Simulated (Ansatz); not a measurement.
The Ansatz input:

```
crystal:
  lattice:
    - [2.8073770645, 0.0, 0.0]
    - [-1.4036885323, 2.4312598559, 0.0]
    - [0.0, 0.0, 24.1688550982]
  atoms:
    - { symbol: Pt, position: [0.6666666667, 0.3333333333, 0.3103167266] }
    - { symbol: Pt, position: [0.3333333333, 0.6666666667, 0.4051583633] }
    - { symbol: Pt, position: [0.0, 0.0, 0.5] }
    - { symbol: Pt, position: [0.6666666667, 0.3333333333, 0.5948416367] }
    - { symbol: Pt, position: [0.3333333333, 0.6666666667, 0.6896832734] }
basis:
  ecutwfc: 420
kpoints:
  mp_grid: { grid: [12, 12, 1] }
hamiltonian:
  xc: pbe
scf:
  occupations: { method: gaussian, width: 0.1 }
output:
  forces: true
  stress: true
  eigenvalues: true
  write_density: true
  write_potential: true
  elf: true
  volumetric_format: npy
efield:
  axis: 3
  dipole_correction: true
  ramp_width: 0.04
```

Launched with:
```bash
ansatz run input.yaml --threads 4 --pin off --max-ram 8192MiB --backend cpu --events-out ev --progress --plain --runs-dir out
```

What does the potential across the slab give for the work function?

The work function is 5.69 eV, the same on both faces. The two vacuum levels agree, so the slab has no net dipole along its normal. The outermost atoms are 9.2 Å apart, which leaves 15.0 Å of vacuum in a cell 24.2 Å high.

Spin-orbit coupling is left out, which matters for Pt.

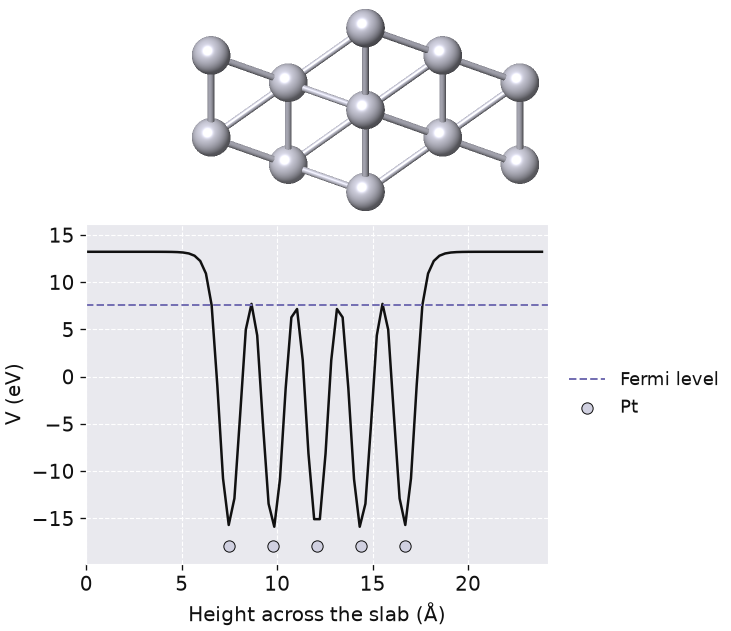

Plane-averaged electrostatic potential energy of an electron across the slab; circles at the bottom mark the heights of the atoms. The structure is drawn too.
